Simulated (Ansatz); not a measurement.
Si₃N₄ (space group P6_3/m)

```
Si3N4
1.0
    7.62465     0.00000     0.00000
   -3.81232     6.60314     0.00000
    0.00000     0.00000     2.91047
Si N
6 8
Direct
  0.23242   0.82605   0.75000
  0.76758   0.17395   0.25000
  0.40637   0.23242   0.25000
  0.59363   0.76758   0.75000
  0.17395   0.40637   0.75000
  0.82605   0.59363   0.25000
  0.33333   0.66667   0.75000
  0.66667   0.33333   0.25000
  0.97037   0.67000   0.75000
  0.02963   0.33000   0.25000
  0.30037   0.97037   0.25000
  0.69963   0.02963   0.75000
  0.33000   0.30037   0.75000
  0.67000   0.69963   0.25000
```

Equation-of-state scan: isotropic scaling of the cell above, V₀ being its volume. The atoms relax within the cell's symmetry.

All values below come from PBEsol (plane waves to 420 eV, PAW, scalar-relativistic; Ansatz, a quantum-chemistry and plane-wave program). k mesh 4×4×9 (Γ-centred), Fermi-Dirac smearing 0.05 eV. E stands for the smeared free energy. With the shape held, the modulus is that of even scaling; a crystal free to change shape is softer. Si3N4 was relaxed with its symmetry unable to fall. The zero of ΔE is the relaxed starting cell.

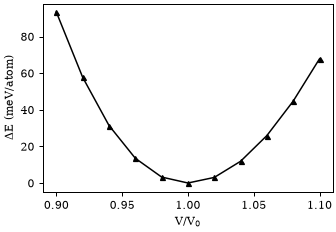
Figure: ΔE (meV/atom) against V/V₀; one marker a computed point.

What is ΔE at V/V₀ = 1.100?

About 68 meV/atom.

What is ΔE at V/V₀ = 0.900?

About 93 meV/atom.

What bulk modulus at fixed cell shape B₀ follows from a third-order Birch-Murnaghan fit?

About 240 GPa.

(A scan under strain: stresses follow from slopes of the energy per volume, elastic moduli from its curvatures.)
